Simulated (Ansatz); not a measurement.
**Response to strain in YN**

Consider YN in the rock salt structure (space group Fm-3m, No. 225; a = 4.9058 Å).

Strains are applied to the cell and any free atomic positions relax.

Method: Ansatz (an electronic-structure program), PBE, PAW, cutoff 420 eV, without spin-orbit coupling.

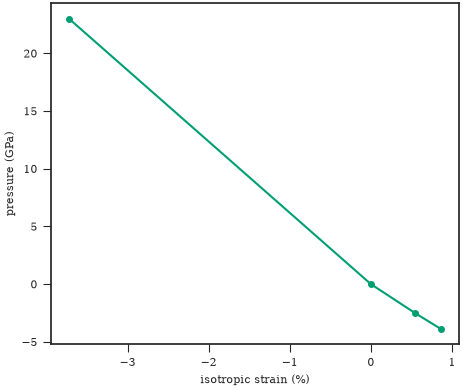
Figure. Pressure against isotropic strain

### Question
From the plot, what is the pressure for isotropic strain −3.72 %?

### Answer
About 23 GPa.

### Question
Is the trend monotonic over the range shown?

### Answer
Yes, it falls throughout, spanning -3.9 GPa to 23.0 GPa.

The mesh was chosen for an insulator and is coarse for the gapless case. Whether these cells are dynamically stable was not tested. The final runs are not spin-polarised.
